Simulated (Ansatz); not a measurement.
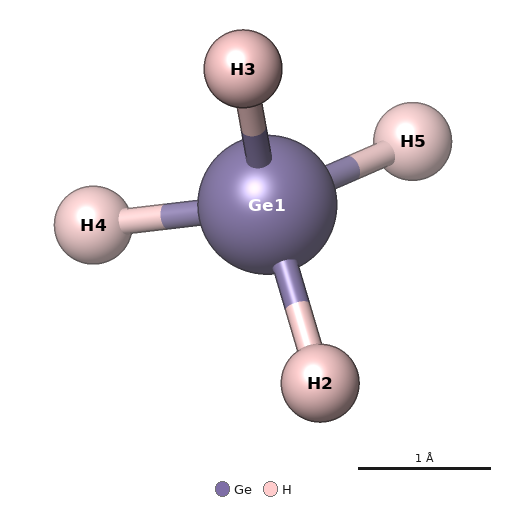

The picture comes from a calculation with Ansatz.

Orthographic view. Atoms fade into the background with distance from the viewer. Geometry: a fixed input geometry, not necessarily a minimum.

Give the geometry as a Z-matrix, atoms in numerical order, with these reference atoms: 2 to 1; 3 to 1, 2; 4 to 1, 2, 3; 5 to 1, 2, 4.

```
Ge 
H    1   1.536
H    1   1.538   2   109.5
H    1   1.538   2   109.5   3  -120.0
H    1   1.538   2   109.5   4  -120.0
```
